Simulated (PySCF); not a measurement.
# Cl4Si (SiCl4): the cost of one run

Programs: PySCF 2.14.0, with routines of our own; each step states its level. All values are computed. Atoms count from 0.

## Step 1: The starting structure

5 atoms, charge 0, multiplicity 1; geometry from: GFN2-xTB.

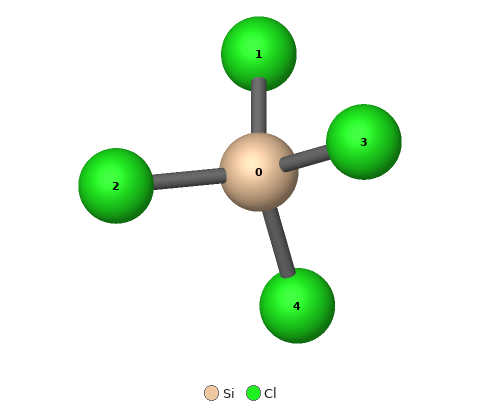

The starting geometry (silicon light orange, chlorine green).

## Step 2: Magnetic properties: GIAO B3LYP/def2-SVP

The job: settings as JSON, then the geometry in Å.

```
{"job": {"kind": "mag", "xc": "B3LYP", "basis": "def2-SVP"}, "charge": 0, "multiplicity": 1}
Si     0.001880    -0.001400    -0.000450
Cl     0.008380    -0.016650     2.013610
Cl     1.896760     0.011570    -0.682240
Cl    -0.956420     1.646440    -0.650650
Cl    -0.950600    -1.639970    -0.680260
```

Level: GIAO B3LYP/def2-SVP magnetisability, rotational g tensor and spin-rotation constants, non-relativistic, gas phase.

Started as:

```
$ OMP_NUM_THREADS=1 python excited_run.py task.json out
```

The driver reads the jobs from task.json and runs them one after another.

**Question.** How long does this first job take on 1 thread of Arm Neoverse V1, shared host, and how much memory does it need?

About 8.1 s, with a peak of 0.49 GiB.
